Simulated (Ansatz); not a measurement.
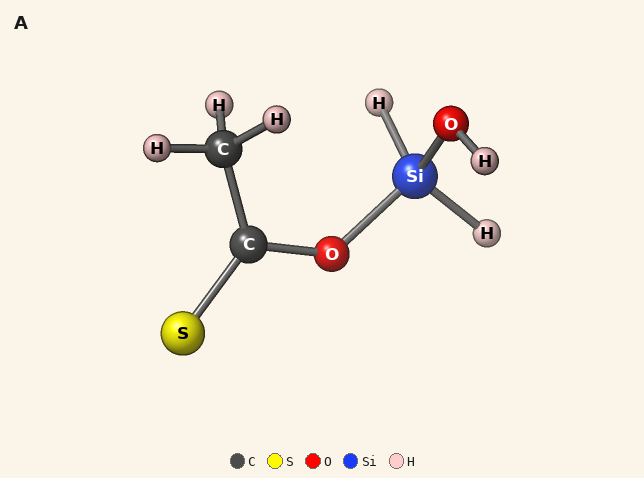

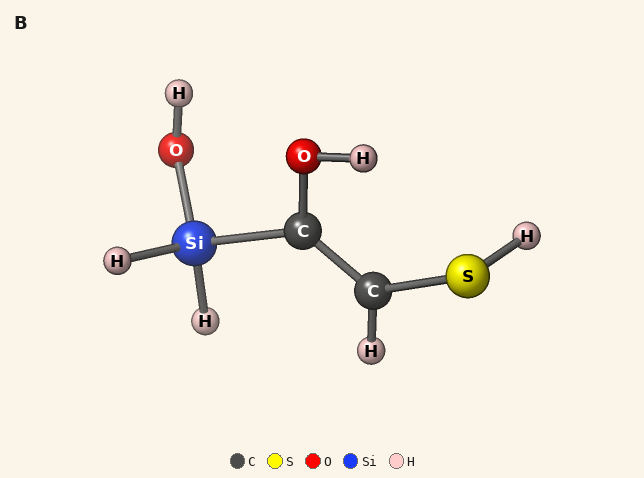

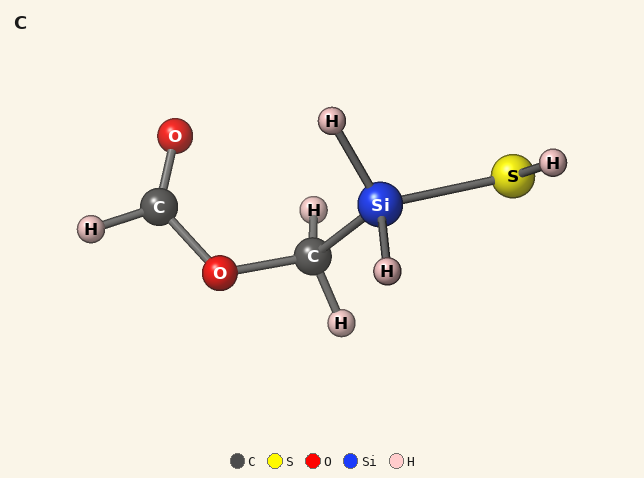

3 stationary structures of one formula. Geometries: PBE-D4/def2-SVP. Electronic energies: PBE-D4/def2-SVP (Ansatz 0.2.0), without zero-point energy. No frequency run is at hand to confirm each as a minimum. Each is one conformer, not always the lowest.

> How are they related?

They are constitutional isomers of C2H6O2SSi: A `CC(=S)O[SiH2]O`, B `O[SiH2]/C(O)=C/S`, C `O=COC[SiH2]S`.

> Rank them by energy, lowest first.

A is lowest; C lies 99.7 kJ/mol above it, B lies 124.3 kJ/mol above it.
